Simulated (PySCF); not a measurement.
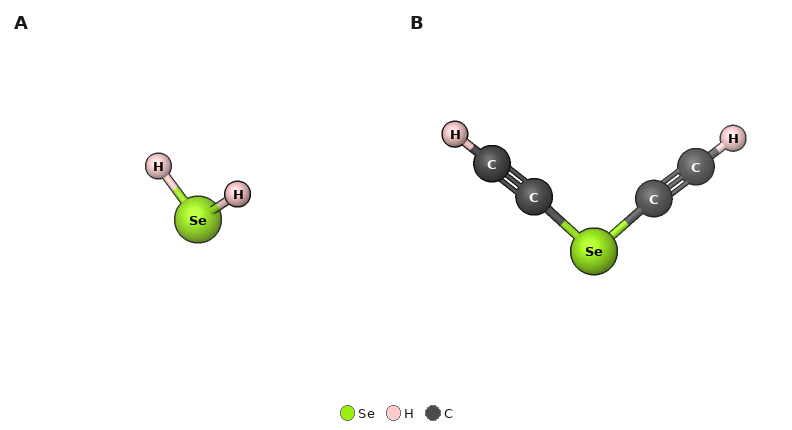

Two related species, optimised with PBE0-D3(BJ)/def2-SVP; properties computed with PySCF 2.14.0. Both: charge 0, singlet.

Question. What are A and B?

Answer. A is SeH2 ([SeH2]), B is Se(CCH)2 (C#C[Se]C#C).

Compare them. With PBE0/pcSseg-1: dipole moment (D), HOMO–LUMO gap (eV), HOMO energy (Kohn–Sham orbital) (eV), Hirshfeld charge of Se (e), IAO charge of Se (e). With B3LYP/def2-SVPD: lowest vertical singlet excitation (eV), mean static polarisability (bohr³).

```csv
quantity,A,B
dipole moment (D),0.96,0.46
HOMO–LUMO gap (eV),7.30,6.04
HOMO energy (Kohn–Sham orbital) (eV),−7.02,−6.72
Hirshfeld charge of Se (e),−0.06,0.21
IAO charge of Se (e),−0.12,0.47
lowest vertical singlet excitation (eV),5.23,4.29
mean static polarisability (bohr³),31.7,72.6
```

Each is one conformer, and no frequency run is at hand to confirm it as a minimum.
